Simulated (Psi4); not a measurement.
# CCSD/def2-TZVPPD run of BH (SMILES [BH])

Aim: the vertical electron affinity of BH at CCSD/def2-TZVPPD, from 2 runs. 

The results are computed with Psi4 1.11.

1 further run of the same task is left out (set aside as unsound or not needed).

## Step 1: The structure to begin with

The species is BH (2 atoms), meant as a singlet with charge 0. As SMILES, `[BH]`. The bond length is the measured one.

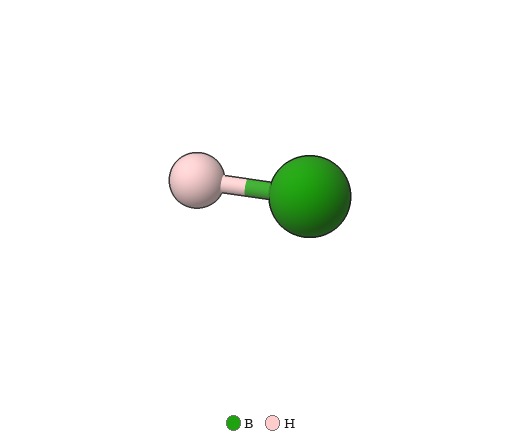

The structure, seen from a chosen angle (boron green, hydrogen pink).

## Step 2: The energy at CCSD/def2-TZVPPD

Input file bh.json:

```json
{
 "schema_name": "qcschema_input",
 "schema_version": 1,
 "molecule": {
  "schema_name": "qcschema_molecule",
  "schema_version": 2,
  "symbols": ["B", "H"],
  "geometry": [0.0, 0.0, 0.0, 0.0, 0.0, 2.32889848],
  "molecular_charge": 0,
  "molecular_multiplicity": 1,
  "fix_symmetry": "c1",
  "fix_com": true,
  "fix_orientation": true
 },
 "driver": "energy",
 "model": {
  "method": "ccsd",
  "basis": "def2-TZVPPD"
 },
 "keywords": {
  "puream": true,
  "e_convergence": 1e-09,
  "d_convergence": 1e-08,
  "scf_type": "pk",
  "num_frozen_docc": 1
 }
}
```

On the command line:

```console
$ psi4 --qcschema bh.json -n 1 --memory 1600MB
```

stdout:

```text
[...]
  Running in c1 symmetry.
[...]
  Nuclear repulsion =    2.146937723107621
[...]
  Multiplicity = 1
[...]
  Nalpha       = 3
  Nbeta        = 3
[...]
    Number of basis functions: 54
[...]
   @RHF iter   1:   -25.12483576406110   -6.63017e-01   1.32522e-03 ADIIS/DIIS
[...]
   @RHF iter   8:   -25.13044075501692   -9.03810e-12   4.46498e-09 DIIS
[...]
    Orbital Energies [Eh]
    ---------------------
    Doubly Occupied:
       1A     -7.686107     2A     -0.649163     3A     -0.348023
    Virtual:
       4A      0.043001     5A      0.043001     6A      0.054908
       7A      0.144251     8A      0.182335     9A      0.183135
      10A      0.183135    11A      0.185863    12A      0.185863
      13A      0.260589    14A      0.260589    15A      0.281843
      16A      0.333147    17A      0.375803    18A      0.375803
      19A      0.462058    20A      0.602685    21A      0.664281
      22A      0.664281    23A      0.686287    24A      0.686287
      25A      0.918116    26A      1.069818    27A      1.130588
[...]
  @RHF Final Energy:   -25.13044075501692
   => Energetics <=
    Nuclear Repulsion Energy =              2.1469377231076212
    One-Electron Energy =                 -37.1881721335511628
    Two-Electron Energy =                   9.9107936554266249
    Total Energy =                        -25.1304407550169202
[...]
 Multipole Moments:
 ------------------------------------------------------------------------------------
     Multipole            Electronic (a.u.)      Nuclear  (a.u.)        Total (a.u.)
 ------------------------------------------------------------------------------------
 L = 1.  Multiply by 2.5417464519 to convert [e a0] to [Debye]
 Dipole X            :          0.0000000            0.0000000            0.0000000
 Dipole Y            :          0.0000000            0.0000000            0.0000000
 Dipole Z            :         -1.6418697            2.3288985            0.6870287
 Magnitude           :                                                    0.6870287
[...]
      * MP2 total energy                      =  -25.203654394757592
[...]
      * CCSD total energy                     =  -25.228880164736683
[...]
```

The result, in JSON:

```text
{
 "driver": "energy",
 "model": {
  "method": "ccsd",
  "basis": "def2-TZVPPD"
 },
 "success": true,
 "return_result": -25.228880164736683,
 "properties": {
  "calcinfo_nbasis": 54,
  "calcinfo_nmo": 54,
  "calcinfo_nalpha": 3,
  "calcinfo_nbeta": 3,
  "calcinfo_natom": 2,
  "nuclear_repulsion_energy": 2.146937723107621,
  "return_energy": -25.228880164736683,
  "scf_one_electron_energy": -37.18817213355116,
  "scf_two_electron_energy": 9.910793655426625,
  "scf_dipole_moment": [1.013135753602173e-08, 7.774165788094933e-10, 0.6870287373961317],
  "scf_total_energy": -25.13044075501692,
  "scf_iterations": 8,
  "mp2_same_spin_correlation_energy": -0.0047725773236176605,
  "mp2_opposite_spin_correlation_energy": -0.06844106241696063,
  "mp2_singles_energy": -2.4044527342577377e-27,
  "mp2_doubles_energy": -0.07321363974057829,
  "mp2_correlation_energy": -0.07321363974057829,
  "mp2_total_energy": -25.203654394757592,
  "ccsd_same_spin_correlation_energy": -0.0050761673043756145,
  "ccsd_opposite_spin_correlation_energy": -0.09336324241529649,
  "ccsd_singles_energy": 0.0,
  "ccsd_doubles_energy": -0.0984394097196721,
  "ccsd_correlation_energy": -0.09843940971967219,
  "ccsd_total_energy": -25.228880164736683,
  "ccsd_iterations": 15
 }
}
```

Run time: 5.7 s. Hardware: 1 thread of AMD EPYC 7R43 (Zen 3), shared host; peak memory 0.28 GiB.

## Step 3: The doublet anion at the same level

Input file job.dat:

```
memory 1.6 GB

molecule {
  -1 2
  B      0.000000     0.000000     0.000000
  H      0.000000     0.000000     1.232400
  symmetry c1
  no_reorient
  no_com
}

set basis def2-TZVPPD
set reference uhf
set puream true
set e_convergence 1e-09
set d_convergence 1e-08
set scf_type pk
set num_frozen_docc 1
set maxiter 200

E, wfn = energy('ccsd', return_wfn=True)
```

On the command line:

```console
$ psi4 -i job.dat -o job.out -n 1
```

job.out:

```text
[...]
  Running in c1 symmetry.
[...]
  Nuclear repulsion =    2.146937725860111
[...]
  Multiplicity = 2
[...]
  Nalpha       = 4
  Nbeta        = 3
[...]
    Number of basis functions: 54
[...]
   @UHF iter   1:   -25.08008946830218   -6.18271e-01   2.92578e-03 ADIIS/DIIS
[...]
   @UHF iter  13:   -25.11129190954484   -1.11626e-11   9.68511e-09 DIIS
[...]
   @S^2 Observed:                7.684720259E-01
[...]
    Orbital Energies [Eh]
    ---------------------
    Alpha Occupied:
       1A     -7.380923     2A     -0.392131     3A     -0.088274
       4A     -0.015651
    Alpha Virtual:
       5A      0.199952     6A      0.263686     7A      0.312518
       8A      0.351565     9A      0.354377    10A      0.354548
      11A      0.357370    12A      0.359208    13A      0.434597
      14A      0.475610    15A      0.482264    16A      0.525156
      17A      0.565761    18A      0.576827    19A      0.683836
      20A      0.828611    21A      0.896391    22A      0.897682
      23A      0.919250    24A      0.927799    25A      1.163929
[...]
  @UHF Final Energy:   -25.11129190954484
   => Energetics <=
    Nuclear Repulsion Energy =              2.1469377258601106
    One-Electron Energy =                 -38.8720403482100423
    Two-Electron Energy =                  11.6138107128050905
    Total Energy =                        -25.1112919095448390
  UHF NO Occupations:
  HONO-2 :    2  A 1.9995616
  HONO-1 :    3  A 1.9911640
[...]
 Multipole Moments:
 ------------------------------------------------------------------------------------
     Multipole            Electronic (a.u.)      Nuclear  (a.u.)        Total (a.u.)
 ------------------------------------------------------------------------------------
 L = 1.  Multiply by 2.5417464519 to convert [e a0] to [Debye]
 Dipole X            :          0.0000000            0.0000000            0.0000000
 Dipole Y            :          0.0000000            0.0000000            0.0000000
 Dipole Z            :         -1.6822747            2.3288985            0.6466238
 Magnitude           :                                                    0.6466238
[...]
      * MP2 total energy                      =  -25.200146505399896
[...]
      * CCSD total energy                     =  -25.222383374781419
[...]
```

It took 7.8 s on 1 thread of AMD EPYC 7R43 (Zen 3), shared host; peak memory 0.29 GiB.

## Step 4: Results

At CCSD/def2-TZVPPD, 1 core orbital frozen:

| quantity | value |
| --- | --- |
| singlet BH: total energy | -25.22888 Eh |
| singlet BH: HOMO energy (Hartree–Fock orbitals) | -9.47 eV |
| singlet BH: LUMO energy (Hartree–Fock orbitals) | 1.17 eV |
| singlet BH: HOMO–LUMO gap (Hartree–Fock orbitals) | 10.64 eV |
| singlet BH: correlation energy (1 core orbital frozen) | -98.4 mEh |
| singlet BH: T1 diagnostic | 0.014 |
| doublet anion: total energy | -25.22238 Eh |
| doublet anion: HOMO energy (Hartree–Fock orbitals) (highest over α and β) | -0.43 eV |
| doublet anion: LUMO energy (Hartree–Fock orbitals) (lowest over α and β) | 5.44 eV |
| doublet anion: correlation energy (1 core orbital frozen) | -111.1 mEh |
| doublet anion: ⟨S²⟩ of the reference determinant | 0.768 |
| doublet anion: T1 diagnostic | 0.024 |
| vertical electron affinity (to the doublet anion) | -0.177 eV |

What this shows: The anion lies 0.18 eV (17.1 kJ/mol) above the neutral: the electron isn't bound at this level, and such a value depends on the basis.
